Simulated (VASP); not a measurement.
Energy against volume of Cr (bcc, AFM order). These are PW91 GGA, VASP's PBE PAW potentials (set 64) (plane waves; VASP) values and carry that method's errors.

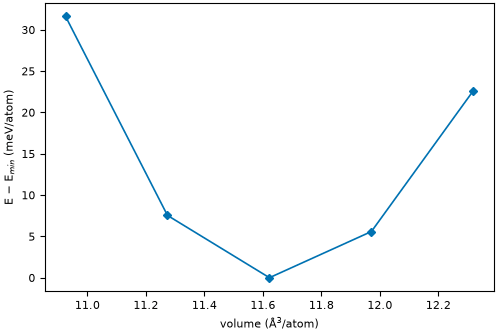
*Energy against volume*

Q: Estimate the equilibrium volume and the bulk modulus.

A: The minimum lies near 11.6 Å³/atom, and the curvature gives B0 of about 200 GPa.

Measured: a 2.877 Å at 0 K (computed value off by -0.8 %), as given by H. Levämäki et al., Physical Review B (2014), arXiv:1402.3671 [corrected for temperature and zero-point phonon effects].

The compound is Cr in the bcc, AFM order structure. It was relaxed first.
